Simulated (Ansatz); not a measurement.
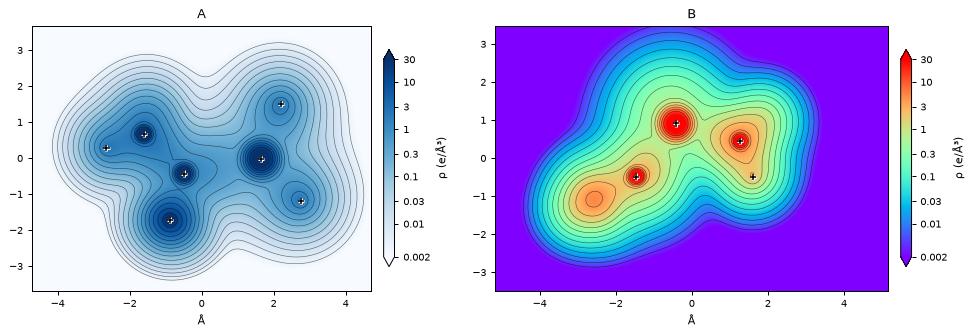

The total electron density of 2 systems, each on a plane through atoms (crosses mark nuclei in the plane).

Method: RKS PBE-D4/def2-SVP in Ansatz 0.2.0.

System 1: CH3NOSi (SMILES N[Si]#CO), the plane of atoms Si2, N1 and H6. 

```xyz
7

N    -0.8382    1.5733    0.1937
Si    0.0824    0.4490   -0.7766
C     0.2459   -1.0985    0.0118
O     0.9677   -2.1445    0.2783
H    -1.3736    2.2997   -0.2841
H    -1.2175    1.3664    1.1189
H     0.4881   -2.9728    0.0277
```

System 2: CH5AlBF, the plane of atoms F3, B2 and Al4. 

```xyz
9

C     0.2458    1.2072   -0.7356
B     0.6048   -0.2620   -0.3157
F     1.7166   -0.8180   -0.8327
Al   -0.5708   -1.4761    1.0779
H    -0.8036    1.2619   -1.1007
H     0.2560    1.8527    0.1728
H     0.9248    1.6476   -1.4946
H    -1.9230   -0.8960    1.7354
H    -0.1399   -2.9693    1.4946
```

Which map belongs to which system?

Answer. Panel A is system 2, CH5AlBF: the plane holds C, B, F, Al and H. B–F (1.35 Å): ρ is about 2 e/Å³ halfway. Panel B is system 1, CH3NOSi: the plane holds N, Si, C and H. C–Si (1.74 Å): the density is about 0.93 e/Å³ at the midpoint.
